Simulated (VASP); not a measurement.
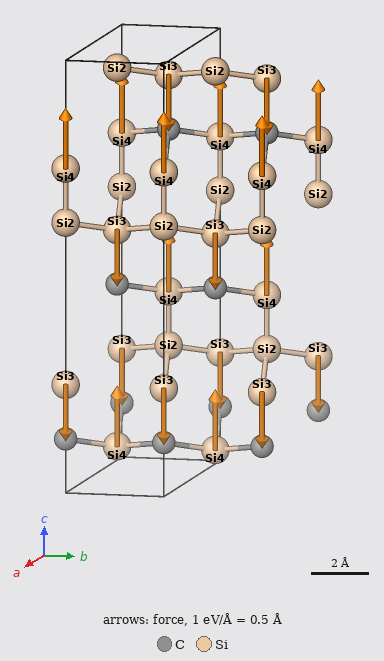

Starting geometry of crystalline Si3C (a generated structure, set up in R3m) with the computed forces as orange arrows. A ball-and-stick model of the conventional cell (3 times the calculation's cell), repeated 1 × 2 × 1 with one cell outlined, seen from a free direction. Lengths and directions refer to the drawn axes.

The run lets cell and atoms move.

Level of theory: VASP, Kohn-Sham DFT of a periodic cell, r2SCAN, VASP PAW PBE potentials, recommended.

The input:
```
PREC = Accurate ; ENCUT = 600
EDIFF = 1E-6 ; ISMEAR = 0
SIGMA = 0.02 ; LREAL = False
LASPH = True ; NELM = 60
ALGO = Normal ; ISIF = 3
LWAVE = False ; LCHARG = False
METAGGA = R2SCAN ; LMIXTAU = True
IBRION = 2 ; NSW = 40
EDIFFG = -0.005
```

Run as
```bash
cat potpaw_PBE.64/C/POTCAR potpaw_PBE.64/Si/POTCAR > POTCAR
mpirun -np 1 vasp_std > vasp.out
```

Is this structure relaxed? If not, where do the atoms go?

Answer. It isn't relaxed: the largest force vector, on a Si atom, is 4.85 eV/Å. The atoms end up moving mostly along the starting forces (cosine between the two patterns 0.96). After 15 geometry steps the energy has fallen by 270 meV per atom. The largest force component goes from 2.8 to 0.0025 eV/Å. The pressure goes from 3.13 to 0.02 GPa. A Si atom moves most relative to the cell: 0.27 Å along −c. By element the largest moves are Si 0.27 Å, C 0.02 Å. Cell: a = b 3.517 → 3.397 Å (−3.4 %), c 17.232 → 17.592 Å (+2.1 %). Volume −4.8 %. Near-neighbour distances that change, for instance: C–Si 2.154 → 1.908 Å, Si–Si 2.154 → 2.335 Å, C–Si 2.154 → 2.039 Å, Si–Si 2.154 → 2.231 Å. Among the angles between lasting bonds that change: Si–Si–Si 109.5° → 99.2°, C–Si–Si 109.5° → 118.5°, Si–Si–Si 109.5° → 118.5°. The space group stays R3m (No. 160). It ran on 1 thread of Intel(R) Xeon(R) 6975P-C (Granite Rapids) (shared host).
